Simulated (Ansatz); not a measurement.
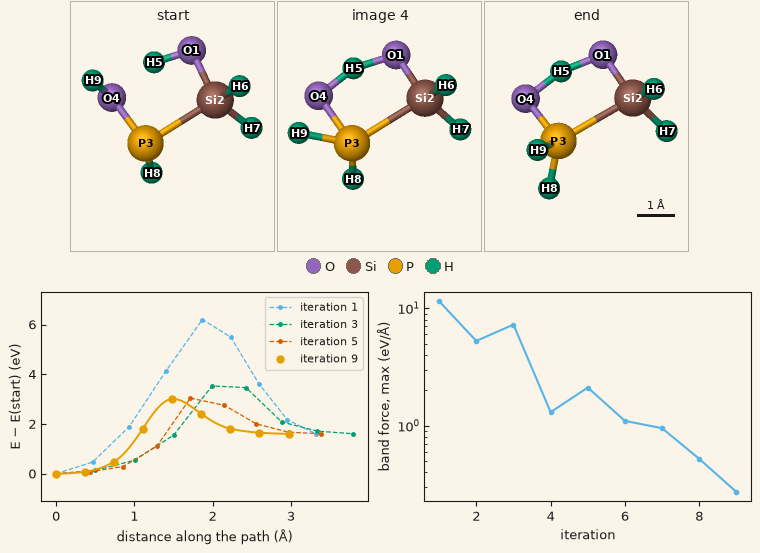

A search for the minimum-energy path of SiPH5O2 by the nudged elastic band. Images are numbered from 0 (start) to 8 (end). The plot follows the band through its iterations. Style: ball-and-stick. Shown face on.

Theory: RKS PBE/STO-3G (Ansatz 0.2.0). Run with 7 movable images; climbing image; force threshold 0.5 eV/Å; iteration limit 60; starting path through a guess of the saddle point.

> Did the band converge, and can the barrier be trusted?

The run met only a loose threshold, so the barrier can't be trusted yet. The band converged in 9 iterations. The largest component of the band force went from 11 to 0.27 eV/Å. The climbing image converged on the top of the path. Its curvatures weren't checked. The force threshold is so loose that the height of the top is at best an upper bound. The first iteration put the highest image at 6.20 eV. Forward barrier 3.01 eV, backward barrier 1.40 eV, with image 4 at the top; the reaction energy is +1.61 eV.

Limits of the set-up: STO-3G is a minimal basis, so the numbers are rough.
